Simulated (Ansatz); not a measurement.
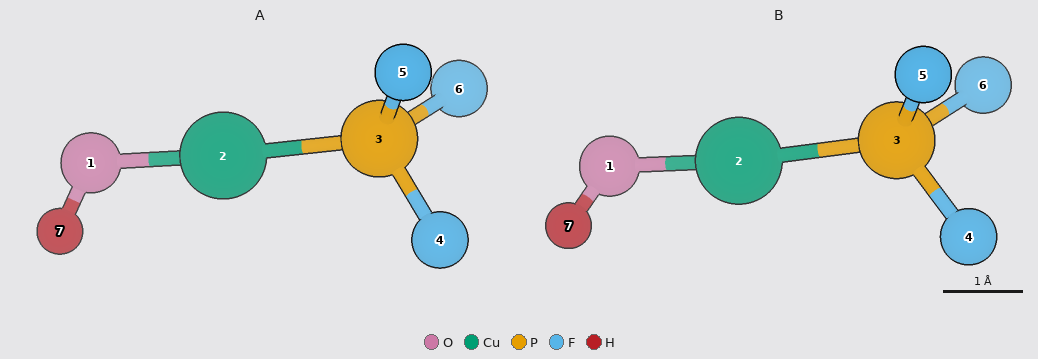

Two geometries of CuPHOF₃, drawn at one scale. One is the start of a relaxation, the other its converged end. A ball-and-stick model, seen at a tilt.

These are results of RKS PBE0-D4/def2-TZVP in Ansatz, not measurements. Settings: force threshold 0.005 eV/Å; at most 150 steps.

Q: Which of the two is the end point?

A: Structure A is the relaxed one. The start comes from GFN2-xTB. The energy falls by 0.194 eV in 19 accepted moves (21 points after the start). Largest force component: 2.9 eV/Å at the start, 0.0039 eV/Å at the end. The line search rejected the trial steps at points 7, 8 of the run. The forces were under the threshold at step 9, but the run went on from there. H7 moves most after the best rigid fit: 0.20 Å. Largest moves by element: H 0.20 Å, O 0.14 Å, F 0.13 Å, Cu 0.10 Å, P 0.04 Å. Some distances before and after: Cu2–P3 2.134 → 2.093 Å, P3–F4 1.586 → 1.549 Å, P3–F6 1.584 → 1.549 Å, O1–Cu2 1.754 → 1.772 Å. Among the angles between lasting bonds that change: F4–P3–F5 94.5° → 99.4°, F4–P3–F6 94.8° → 99.5°, Cu2–P3–F4 121.9° → 117.3°. Cost: 100 s on 4 threads of Arm Neoverse V1, on a shared host.
